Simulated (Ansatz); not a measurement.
# CH7FSi2 (SMILES F[SiH2]C[SiH3]): CCSD/6-31G(d) (spherical functions)

What is the vertical ionisation energy of CH7FSi2 at CCSD/6-31G* (spherical functions)? 

The calculation is run with Ansatz 0.2.0.

58 further runs of the same task are left out: 1 that didn't finish, 57 set aside as unsound or not needed.

**1. Starting point**

CH7FSi2: 11 atoms, total charge 0, spin state singlet. As SMILES, `F[SiH2]C[SiH3]`. The shape is that of a PBE0-D4/def2-TZVP optimisation. This is one conformer, not always the lowest.

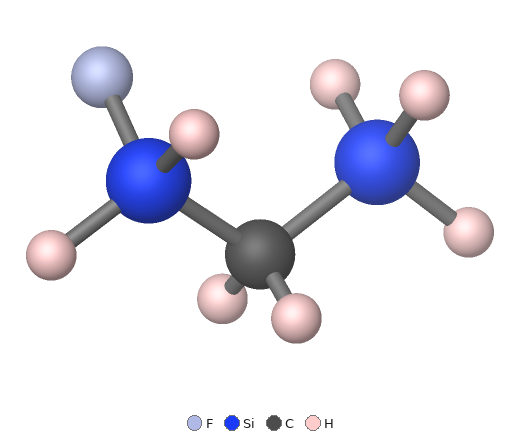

The structure, seen from a chosen angle (fluorine light blue, silicon blue, carbon dark grey, hydrogen pink).

**2. The energy at CCSD/6-31G(d) (spherical functions)**

Input file in.yaml:

```yaml
crystal:
  periodic: [false, false, false]
  atoms:
    - {symbol: F, position_ang: [-1.629100, 1.667400, 0.202000]}
    - {symbol: Si, position_ang: [-0.069200, 1.498400, 0.534400]}
    - {symbol: C, position_ang: [0.349200, -0.305900, 0.605500]}
    - {symbol: Si, position_ang: [-0.157200, -1.306900, -0.899700]}
    - {symbol: H, position_ang: [0.694000, 2.172900, -0.545000]}
    - {symbol: H, position_ang: [0.175700, 2.177500, 1.831400]}
    - {symbol: H, position_ang: [1.437100, -0.385200, 0.722600]}
    - {symbol: H, position_ang: [-0.101300, -0.751100, 1.498900]}
    - {symbol: H, position_ang: [-1.636400, -1.388400, -0.995700]}
    - {symbol: H, position_ang: [0.369900, -0.665700, -2.134100]}
    - {symbol: H, position_ang: [0.392600, -2.686000, -0.812200]}
basis:
  gaussian: {orbitals: 6-31G_st_-spherical.json}
correlation: {method: ccsd, frozen_orbitals: {C: 1, F: 1, H: 0, Si: 5}}
accuracy: high
scf: {omitted_lower_state_checks: [cluster_reference, increment]}
```

The basis set 6-31G* is read from a file made from the Basis Set Exchange's data (not shown).

Run with:

```bash
$ ansatz run in.yaml --threads 1 --pin off --max-ram 3480MiB --events-out events.jsonl --progress --plain --runs-dir runs
```

Output, cut to the lines that bear on the results:

```text
Warning: RAYON_NUM_THREADS=1 ignored (pool sized by the plan → 1); use --threads N
Functional definition: HF
  name "HF"
[...]
1847 factors; integrals over basis functions are off by at most 3.6e-9 eV
[...]
mean field -19572.48500601 eV, -719.2755572639 hartree, gradient 2.6e-8 eV, S^2 0.000000; 0 other end points of the search recorded, 0 dependent functions left out
12 core orbitals not correlated: weight in the atoms' cores, before any rotation towards them, 1.000 or more for the frozen orbitals, at most 0.000 for the correlated occupied ones
reference -19572.48500601 eV, -719.2755572639 hartree; 13, 13 occupied and 53, 53 virtual orbitals, 1847 factors
second order -12.47814613 eV of doubles, -0.00000000 eV of singles
cycle   1  -13.22955521 eV  change   -7.5e-1 eV  update   9.2e-2
[...]
cycle  20  -13.74722648 eV  change  -7.9e-10 eV  update  7.1e-10
Total energy: -19586.23223249 eV, -719.7807585190 hartree
Checks for a lower state left out: cluster_reference, increment
```

It took 11 s on 1 thread of Arm Neoverse V1, shared host; peak memory 0.37 GiB.

**3. The doublet cation at the same level**

Input file input.yaml:

```yaml
crystal:
  periodic: [false, false, false]
  atoms:
    - {symbol: F, position_ang: [-1.629100, 1.667400, 0.202000]}
    - {symbol: Si, position_ang: [-0.069200, 1.498400, 0.534400]}
    - {symbol: C, position_ang: [0.349200, -0.305900, 0.605500]}
    - {symbol: Si, position_ang: [-0.157200, -1.306900, -0.899700]}
    - {symbol: H, position_ang: [0.694000, 2.172900, -0.545000]}
    - {symbol: H, position_ang: [0.175700, 2.177500, 1.831400]}
    - {symbol: H, position_ang: [1.437100, -0.385200, 0.722600]}
    - {symbol: H, position_ang: [-0.101300, -0.751100, 1.498900]}
    - {symbol: H, position_ang: [-1.636400, -1.388400, -0.995700]}
    - {symbol: H, position_ang: [0.369900, -0.665700, -2.134100]}
    - {symbol: H, position_ang: [0.392600, -2.686000, -0.812200]}
basis:
  gaussian:
    orbitals: 6-31G_st_-spherical.json
total_charge: 1
magnetization:
  spin_polarized: true
  initial_magnetization: 1
correlation:
  method: ccsd
  frozen_orbitals: {C: 1, F: 1, H: 0, Si: 5}
accuracy: high
scf:
  omitted_lower_state_checks: [cluster_reference, increment]
```

The basis set 6-31G* is read from a file made from the Basis Set Exchange's data (not shown).

Run with:

```bash
$ ansatz run input.yaml --threads 1 --pin off --max-ram 3480MiB --events-out events.jsonl --progress --plain --runs-dir runs
```

Output, cut to the lines that bear on the results:

```text
Warning: RAYON_NUM_THREADS=1 ignored (pool sized by the plan → 1); use --threads N
[... 2 set-up lines as earlier in the session ...]
[...]
1847 factors; integrals over basis functions are off by at most 3.6e-9 eV
[...]
mean field -19561.95529663 eV, -718.8885975816 hartree, gradient 3.0e-8 eV, S^2 0.769520; 5 other end points of the search recorded, 0 dependent functions left out
12 core orbitals not correlated: weight in the atoms' cores, before any rotation towards them, 1.000 or more for the frozen orbitals, at most 0.000 for the correlated occupied ones
reference -19561.95529663 eV, -718.8885975816 hartree; 13, 12 occupied and 53, 54 virtual orbitals, 1847 factors
second order -11.99282479 eV of doubles, -0.00000000 eV of singles
cycle   1  -12.80859198 eV  change   -8.2e-1 eV  update   1.1e-1
[...]
cycle  46  -13.45439176 eV  change   1.4e-11 eV  update   2.1e-9
Total energy: -19575.40968839 eV, -719.3830373592 hartree
Checks for a lower state left out: cluster_reference, increment
```

Run time: 61 s. Hardware: 1 thread of Arm Neoverse V1, shared host; peak memory 0.64 GiB.

**4. Outcome**

Level: CCSD/6-31G* (spherical functions), 12 core orbitals frozen.

| quantity | value |
| --- | --- |
| singlet CH7FSi2: total energy | -719.78076 Eh |
| singlet CH7FSi2: correlation energy (12 core orbitals frozen) | -505.2 mEh |
| singlet CH7FSi2: T1 diagnostic | 0.012 |
| doublet cation: total energy | -719.38304 Eh |
| doublet cation: correlation energy (12 core orbitals frozen) | -494.4 mEh |
| doublet cation: ⟨S²⟩ of the reference determinant | 0.770 |
| doublet cation: T1 diagnostic | 0.034 |
| vertical ionisation energy (to the doublet cation) | 10.823 eV |

In words: Removing an electron at fixed nuclei costs 10.82 eV (250 kcal/mol).
